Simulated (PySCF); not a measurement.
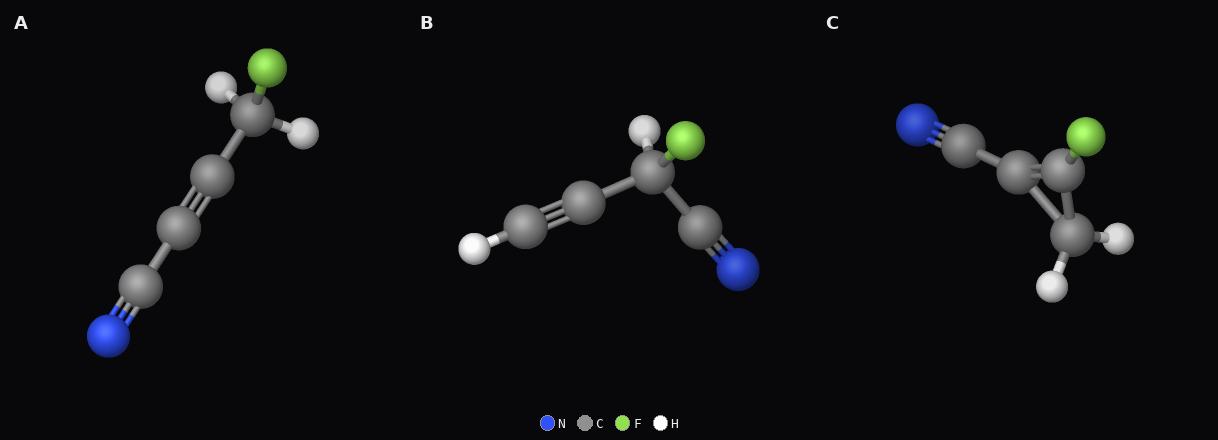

3 stationary structures of one formula. Geometries: PBE0-D3(BJ)/def2-SVP. Electronic energies: PBE0-D3(BJ)/def2-SVP (PySCF 2.14.0), without zero-point energy. No frequency run is at hand to confirm each as a minimum.

> Which structure is the most stable?

A is lowest (Cs); B lies 0.506 eV above it (C1), C lies 0.518 eV above it (Cs). A is `N#CC#CCF`, B is `C#C[C@@H](F)C#N`, C is `N#CC1=C(F)C1`.
